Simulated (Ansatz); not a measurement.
# Geometry relaxation of CH8BNOSi (part 2 of 2)

CH8BNOSi, SMILES CB(N)[SiH2]O; RKS PBE/def2-SVP (Ansatz 0.2.0). It belongs to a series of runs on one base structure; here: end point B relaxed.

Geometry of the input (Å):
```
C  -1.6316  0.0545  -0.1295
B  -0.2219  -0.5212  -0.0910
N  -0.0343  -1.9850  -0.4406
Si 1.3672  0.6147  0.3996
O  0.7545  2.1925  0.7145
H  -1.9510  0.5096  0.8585
H  -1.6811  0.9269  -0.8784
H  -2.3725  -0.6643  -0.4432
H  -0.3507  -2.0842  -1.4136
H  -0.7891  -2.5193  0.1363
H  1.9250  0.0488  1.6246
H  2.2821  0.6370  -0.6851
H  0.4405  2.5892  -0.1666
```

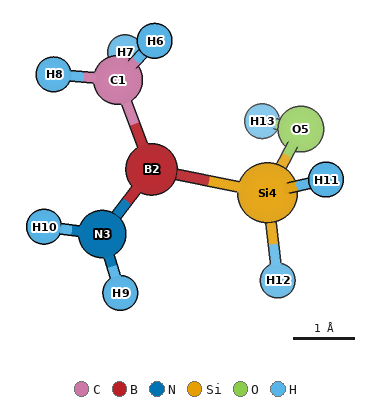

**Figure 1.** The geometry at step 15 of the log (ball-and-stick view, seen at a tilt; atoms are numbered from 1 in the order of the input).

### Trajectory as extended XYZ, continued
```
13
Properties=species:S:1:pos:R:3:forces:R:3 step=8 energy=-13243.02722
C    -1.8340    0.0530    0.0774   -0.1026  -0.0564   0.0059
B    -0.3704   -0.5304   -0.1147   -0.3325   0.2650   0.2585
N    -0.2143   -1.8283   -0.6226    0.5383  -0.1935  -0.3839
Si    1.2673    0.5999    0.3869    0.2945   0.0147  -0.3332
O     1.0611    2.2991    0.4793   -0.1815  -0.4243  -0.0879
H    -1.9585    0.5988    1.0369   -0.0049  -0.0170  -0.0233
H    -2.0267    0.8077   -0.7219    0.0071  -0.0154   0.0565
H    -2.6414   -0.7124   -0.0009    0.0701   0.0858   0.0097
H     0.6876   -2.2254   -0.9318   -0.3487   0.1425   0.2870
H    -1.0082   -2.4259   -0.8829    0.0700   0.1228   0.0622
H     1.8626    0.2442    1.7314   -0.1017   0.0112  -0.0773
H     2.3298    0.2601   -0.6615    0.0480   0.0708   0.1524
H     0.5822    2.6588   -0.2900    0.0437  -0.0063   0.0735
13
Properties=species:S:1:pos:R:3:forces:R:3 step=9 energy=-13243.02915
C    -1.8489    0.0912    0.0845   -0.0110   0.0348  -0.0630
B    -0.3947   -0.5102   -0.1256    0.2543   0.5500   0.1364
N    -0.1859   -1.7732   -0.6622    0.7059  -1.1257  -0.2433
Si    1.3048    0.5418    0.3183   -0.2596   0.3251   0.1662
O     0.9358    2.2053    0.4691    0.2098  -0.1280  -0.0847
H    -1.9548    0.5956    1.0698    0.0607  -0.0384  -0.0310
H    -2.0309    0.8961   -0.6692   -0.0075  -0.1029   0.0759
H    -2.6756   -0.6509   -0.0080    0.0993   0.0616  -0.0492
H     0.7562   -2.2228   -0.7618   -1.0034   0.4805  -0.0278
H    -0.9595   -2.3963   -0.9199    0.0981  -0.0700   0.0301
H     1.8507    0.1763    1.6785    0.0215   0.0025  -0.0333
H     2.4475    0.2802   -0.6694   -0.1696   0.0345   0.0895
H     0.4923    2.5661   -0.3187    0.0014  -0.0238   0.0341
13
Properties=species:S:1:pos:R:3:forces:R:3 step=10 energy=-13243.07826
C    -1.8531    0.0496    0.1061   -0.0254   0.1679   0.0030
B    -0.3842   -0.4787   -0.1587   -0.0314  -0.2770   0.2348
N    -0.2016   -1.7783   -0.6692    0.0840   0.3800   0.0232
Si    1.2888    0.5827    0.3519    0.0024   0.0749  -0.1563
O     1.0693    2.2702    0.3593   -0.0081  -0.0727   0.0235
H    -1.9912    0.4151    1.1477    0.0788  -0.0011  -0.0365
H    -2.0684    0.9285   -0.5410   -0.0067   0.0470   0.0148
H    -2.6465   -0.6989   -0.0904   -0.0495  -0.0931  -0.0466
H     0.7137   -2.1727   -0.8852    0.0307  -0.1049  -0.0321
H    -0.9847   -2.3941   -0.8964   -0.0218  -0.0939  -0.0264
H     1.7652    0.2863    1.7520   -0.0480  -0.0386  -0.0055
H     2.4361    0.1886   -0.5698    0.0103  -0.0015   0.0363
H     0.5938    2.6009   -0.4209   -0.0154   0.0130  -0.0322
13
Properties=species:S:1:pos:R:3:forces:R:3 step=11 energy=-13243.07533 accepted=F
C    -1.8457    0.0670    0.1181    0.0655  -0.2465   0.2134
B    -0.3860   -0.5195   -0.0939   -0.0101   0.3126  -0.3933
N    -0.1944   -1.7693   -0.6992    0.0032  -0.2337   0.0839
Si    1.2785    0.5792    0.3511   -0.0017  -0.1058   0.1469
O     1.0308    2.2614    0.3396   -0.0316  -0.0345  -0.0639
H    -1.9679    0.4327    1.1592   -0.0666   0.0287   0.0279
H    -2.0110    0.9567   -0.5262    0.0261   0.0181  -0.0344
H    -2.6578   -0.6652   -0.0900    0.0120   0.0717  -0.0090
H     0.7176   -2.1749   -0.9177    0.0454   0.0549   0.0539
H    -0.9587   -2.4160   -0.9170   -0.0615   0.0766  -0.0293
H     1.7426    0.2949    1.7591    0.0205   0.0265  -0.0053
H     2.4381    0.1775   -0.5505   -0.0172   0.0309  -0.0043
H     0.5511    2.5746   -0.4469    0.0158   0.0005   0.0136
13
Properties=species:S:1:pos:R:3:forces:R:3 step=12 energy=-13243.08859
C    -1.8504    0.0573    0.1157   -0.0328  -0.0108  -0.0239
B    -0.3860   -0.4945   -0.1336   -0.0008  -0.0286  -0.0107
N    -0.1960   -1.7743   -0.6803   -0.0061   0.0801   0.0230
Si    1.2833    0.5805    0.3476   -0.0081  -0.0066  -0.0064
O     1.0483    2.2642    0.3457   -0.0128  -0.0187  -0.0066
H    -1.9791    0.4159    1.1592    0.0093   0.0009   0.0097
H    -2.0428    0.9489   -0.5236    0.0110  -0.0162   0.0297
H    -2.6538   -0.6835   -0.0952    0.0306   0.0391   0.0017
H     0.7186   -2.1750   -0.8913    0.0326  -0.0277  -0.0075
H    -0.9717   -2.4010   -0.9114   -0.0106  -0.0166  -0.0068
H     1.7452    0.2848    1.7532   -0.0102   0.0006  -0.0017
H     2.4420    0.1878   -0.5584   -0.0008   0.0011   0.0091
H     0.5796    2.5883   -0.4420   -0.0014   0.0032  -0.0098
13
Properties=species:S:1:pos:R:3:forces:R:3 step=13 energy=-13243.09190
C    -1.8347    0.0610    0.1334   -0.0444   0.0473  -0.0156
B    -0.3771   -0.5018   -0.1284   -0.0077  -0.0710  -0.0414
N    -0.1966   -1.7721   -0.6998   -0.0264   0.0383   0.0298
Si    1.2827    0.5770    0.3597   -0.0321   0.0240  -0.0230
O     1.0157    2.2555    0.2935    0.0093   0.0023  -0.0077
H    -1.9657    0.3578    1.1979    0.0014  -0.0181  -0.0440
H    -1.9966    0.9979   -0.4496    0.0081  -0.0574   0.0619
H    -2.6521   -0.6458   -0.1339    0.0388   0.0385   0.0203
H     0.7140   -2.1788   -0.9170    0.0361  -0.0093   0.0023
H    -0.9761   -2.3933   -0.9356   -0.0058   0.0085  -0.0084
H     1.7167    0.3268    1.7828   -0.0077   0.0196  -0.0036
H     2.4633    0.1720   -0.5103    0.0091   0.0014   0.0057
H     0.5437    2.5431   -0.5073    0.0213  -0.0242   0.0237
13
Properties=species:S:1:pos:R:3:forces:R:3 step=14 energy=-13243.09395
C    -1.8264    0.0582    0.1529   -0.0742   0.0993  -0.0043
B    -0.3737   -0.5082   -0.1273   -0.0204  -0.0802  -0.0602
N    -0.1982   -1.7704   -0.7189   -0.0528   0.0484   0.0361
Si    1.2769    0.5785    0.3662    0.0213   0.0554   0.0138
O     1.0075    2.2552    0.2397   -0.0145  -0.0231  -0.0472
H    -1.9577    0.2897    1.2364   -0.0011  -0.0390  -0.1210
H    -1.9693    1.0361   -0.3684    0.0112  -0.1259   0.0913
H    -2.6520   -0.6195   -0.1640    0.0572   0.0613   0.0463
H     0.7102   -2.1790   -0.9400    0.0554  -0.0027  -0.0026
H    -0.9797   -2.3842   -0.9684   -0.0019   0.0204   0.0081
H     1.6749    0.3774    1.8094   -0.0152   0.0203  -0.0303
H     2.4840    0.1510   -0.4570   -0.0134   0.0060   0.0072
H     0.5407    2.5145   -0.5749    0.0485  -0.0402   0.0630
13
Properties=species:S:1:pos:R:3:forces:R:3 step=15 energy=-13243.09601
C    -1.8288    0.0532    0.1621   -0.0564   0.0836   0.0123
B    -0.3761   -0.5077   -0.1294   -0.0192  -0.0489  -0.0477
N    -0.1976   -1.7661   -0.7275   -0.0472   0.0487   0.0321
Si    1.2726    0.5813    0.3683    0.0321   0.0451   0.0195
O     1.0175    2.2578    0.2145   -0.0292  -0.0208  -0.0551
H    -1.9610    0.2484    1.2523    0.0020  -0.0341  -0.1052
H    -1.9703    1.0481   -0.3239    0.0138  -0.1099   0.0675
H    -2.6545   -0.6128   -0.1753    0.0376   0.0442   0.0351
H     0.7122   -2.1688   -0.9541    0.0477  -0.0053   0.0011
H    -0.9777   -2.3815   -0.9772   -0.0015   0.0164   0.0030
H     1.6471    0.4029    1.8211   -0.0086   0.0108  -0.0410
H     2.4883    0.1367   -0.4341   -0.0175   0.0031   0.0165
H     0.5653    2.5077   -0.6112    0.0464  -0.0328   0.0617
13
Properties=species:S:1:pos:R:3:forces:R:3 step=16 energy=-13243.09873
C    -1.8416    0.0376    0.1875   -0.0320   0.1210   0.0652
B    -0.3862   -0.5011   -0.1332   -0.0044   0.0146   0.0112
N    -0.1952   -1.7473   -0.7496   -0.0091   0.0176   0.0038
Si    1.2615    0.5901    0.3731    0.0600   0.0251   0.0378
O     1.0418    2.2646    0.1490   -0.0570  -0.0321  -0.1141
H    -1.9756    0.1415    1.2920    0.0220  -0.0275  -0.1467
H    -1.9840    1.0702   -0.2120    0.0156  -0.1369   0.0504
H    -2.6659   -0.6023   -0.1969    0.0155   0.0268   0.0096
H     0.7217   -2.1386   -0.9727   -0.0075   0.0071  -0.0117
H    -0.9699   -2.3623   -1.0156    0.0060  -0.0096   0.0107
H     1.5909    0.4617    1.8425   -0.0196   0.0180  -0.0458
H     2.4994    0.0948   -0.3678   -0.0528   0.0165   0.0096
H     0.6403    2.4904   -0.7107    0.0633  -0.0406   0.1198
13
Properties=species:S:1:pos:R:3:forces:R:3 step=17 energy=-13243.09954
C    -1.8437    0.0340    0.1952   -0.0446   0.0883   0.0920
B    -0.3872   -0.4995   -0.1272   -0.0061   0.0334  -0.0090
N    -0.1934   -1.7384   -0.7568    0.0074  -0.0114   0.0067
Si    1.2601    0.5907    0.3826   -0.0009   0.0469  -0.0186
O     1.0459    2.2616    0.1268   -0.0404  -0.0279  -0.0944
H    -1.9857    0.0983    1.3014    0.0107  -0.0109  -0.1317
H    -1.9795    1.0801   -0.1688    0.0221  -0.1357   0.0431
H    -2.6673   -0.5901   -0.2172    0.0296   0.0318   0.0157
H     0.7244   -2.1176   -0.9982   -0.0239  -0.0027   0.0223
H    -0.9657   -2.3626   -1.0088    0.0103   0.0086  -0.0248
H     1.5722    0.4907    1.8573    0.0044   0.0036  -0.0516
H     2.4922    0.0790   -0.3553   -0.0219   0.0118   0.0387
H     0.6648    2.4729   -0.7456    0.0534  -0.0358   0.1115
13
Properties=species:S:1:pos:R:3:forces:R:3 step=18 energy=-13243.10084
C    -1.8446    0.0310    0.2010   -0.0472   0.0691   0.0339
B    -0.3881   -0.4993   -0.1240   -0.0042   0.0044  -0.0037
N    -0.1942   -1.7358   -0.7582    0.0045  -0.0143  -0.0030
Si    1.2586    0.5919    0.3835   -0.0013   0.0510   0.0037
O     1.0449    2.2607    0.1166   -0.0220  -0.0320  -0.0492
H    -1.9910    0.0787    1.3059    0.0100  -0.0080  -0.0848
H    -1.9764    1.0809   -0.1486    0.0108  -0.0901   0.0334
H    -2.6680   -0.5848   -0.2243    0.0349   0.0271   0.0205
H     0.7242   -2.1199   -0.9897   -0.0242   0.0074   0.0021
H    -0.9672   -2.3522   -1.0274    0.0168   0.0043   0.0013
H     1.5719    0.5047    1.8571    0.0008  -0.0024  -0.0239
H     2.4922    0.0771   -0.3460   -0.0048  -0.0012   0.0151
H     0.6748    2.4660   -0.7604    0.0258  -0.0154   0.0546
13
Properties=species:S:1:pos:R:3:forces:R:3 step=19 energy=-13243.10140
C    -1.8453    0.0292    0.2059   -0.0263   0.0211  -0.0039
B    -0.3893   -0.4984   -0.1236    0.0015  -0.0107  -0.0030
N    -0.1952   -1.7334   -0.7610   -0.0018  -0.0059  -0.0060
Si    1.2561    0.5938    0.3844    0.0074   0.0372   0.0083
O     1.0436    2.2604    0.1062    0.0001  -0.0311  -0.0057
H    -1.9933    0.0616    1.3089    0.0033  -0.0039  -0.0182
H    -1.9750    1.0815   -0.1296    0.0033  -0.0240   0.0123
H    -2.6679   -0.5797   -0.2289    0.0186   0.0113   0.0125
H     0.7228   -2.1154   -0.9963   -0.0109   0.0040   0.0033
H    -0.9676   -2.3496   -1.0322    0.0120   0.0056   0.0031
H     1.5677    0.5157    1.8575   -0.0113  -0.0002   0.0032
H     2.4949    0.0733   -0.3299    0.0017  -0.0035  -0.0108
H     0.6858    2.4601   -0.7759    0.0023   0.0000   0.0049
13
Properties=species:S:1:pos:R:3:forces:R:3 step=20 energy=-13243.10162
C    -1.8454    0.0273    0.2121   -0.0056   0.0013  -0.0105
B    -0.3897   -0.4975   -0.1228    0.0068  -0.0079  -0.0023
N    -0.1948   -1.7295   -0.7658   -0.0056  -0.0007  -0.0025
Si    1.2546    0.5958    0.3863   -0.0114   0.0155   0.0026
O     1.0452    2.2596    0.0924    0.0064  -0.0208   0.0010
H    -1.9944    0.0410    1.3147    0.0019  -0.0028   0.0048
H    -1.9734    1.0840   -0.1058   -0.0011   0.0059   0.0007
H    -2.6674   -0.5739   -0.2326   -0.0006  -0.0007   0.0026
H     0.7235   -2.1105   -1.0007   -0.0025   0.0037  -0.0019
H    -0.9663   -2.3447   -1.0408    0.0044  -0.0001   0.0044
H     1.5515    0.5288    1.8628    0.0032   0.0025   0.0026
H     2.4951    0.0664   -0.3189    0.0053   0.0019  -0.0001
H     0.6985    2.4523   -0.7955   -0.0012   0.0022  -0.0013
13
Properties=species:S:1:pos:R:3:forces:R:3 step=21 energy=-13243.10171
C    -1.8466    0.0251    0.2169   -0.0003   0.0010   0.0011
B    -0.3909   -0.4967   -0.1229    0.0074  -0.0038   0.0002
N    -0.1951   -1.7259   -0.7708   -0.0036   0.0024   0.0006
Si    1.2527    0.5971    0.3885   -0.0019   0.0090   0.0002
O     1.0482    2.2587    0.0801   -0.0002  -0.0102  -0.0087
H    -1.9956    0.0226    1.3198    0.0014  -0.0008  -0.0019
H    -1.9735    1.0866   -0.0856   -0.0012   0.0008  -0.0005
H    -2.6685   -0.5699   -0.2359   -0.0035  -0.0003   0.0000
H     0.7235   -2.1044   -1.0083    0.0012   0.0012  -0.0003
H    -0.9657   -2.3422   -1.0459   -0.0010  -0.0012  -0.0005
H     1.5412    0.5420    1.8673    0.0005   0.0007  -0.0003
H     2.4973    0.0611   -0.3051   -0.0006   0.0010   0.0015
H     0.7101    2.4452   -0.8127    0.0018   0.0001   0.0086
```

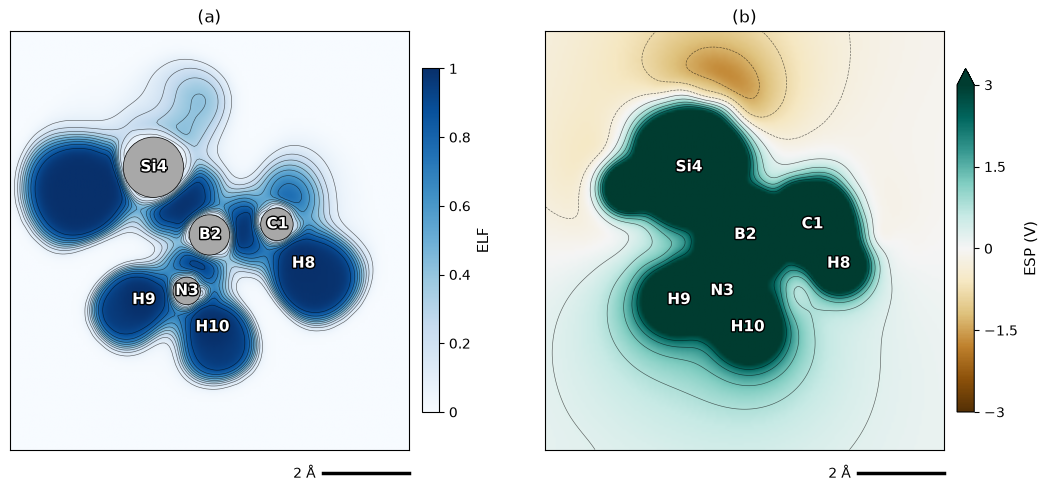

**Figure 2.** (a) ELF; (b) electrostatic potential on the plane of atoms B2, N3 and H9. Grey discs, where drawn, cover atomic cores. The section cuts through C, B, N, Si and H sites. B–N (1.40 Å): the ELF peaks at about 0.90 between the atoms, which marks a shared but strongly polarised pair. C–B (1.58 Å): the ELF peaks at about 1 between the atoms (localised, shared-pair bonding). Si–B (2.04 Å): the ELF peaks at about 1 between the atoms (localised, shared-pair bonding). N–H (1.02 Å): the ELF climbs to about 1 towards the hydrogen, as it does in any bond to H (a covalent bond by its length). C–H (1.11 Å): the ELF climbs to about 1 towards the hydrogen; a covalent bond by its length.

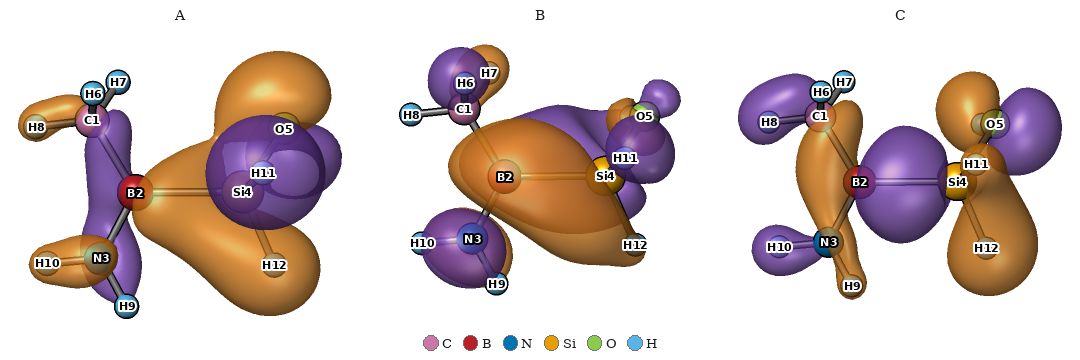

**Figure 3.** Three frontier orbitals at ±0.08 Å⁻³ᐟ² (orange and purple are the two phases). A is the HOMO−1 (−6.74 eV). By Hirshfeld shares it lies mainly on O5 (40 %), Si4 (20 %), H11 (15 %) and H12 (10 %). C is the HOMO (−5.81 eV). Its weight (Hirshfeld) is mainly on O5 (25 %), Si4 (25 %), B2 (20 %) and H12 (10 %). B is the LUMO (−1.20 eV). Its weight (Hirshfeld) is mainly on B2 (35 %), Si4 (25 %) and N3 (15 %). The HOMO–LUMO gap is 4.61 eV between the orbital energies.

### Key numbers

```csv
quantity,value
outcome,converged
total energy,−13243.1017 eV
mean-field energy,−13243.1017 eV
largest force (length of the vector) at the end,0.013 eV/Å
hardware,"2 threads of Intel Xeon (Sapphire Rapids), 10 GiB of memory available, shared host"
wall time,36 s (CPU time 68 s)
peak memory,0.3 GiB
```
